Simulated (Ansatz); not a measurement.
The reference is SiO2 (space group P4_12_12, No. 92; a = 5.0845 Å, c = 7.1003 Å).

Modification: a hydrostatic pressure of 1.5 GPa.

Method: PBE/PAW in Ansatz (an electronic-structure program), no SOC.

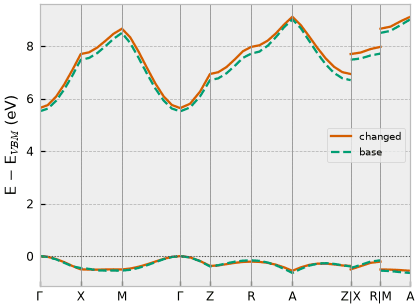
*Highest valence and lowest conduction band along the path, each from its own valence-band maximum*

The gap is 5.64 eV, direct at Γ; the base has 5.51 eV.

Load acts through the strain it causes; cell and atoms are relaxed under it. Stability against distortions was not tested.
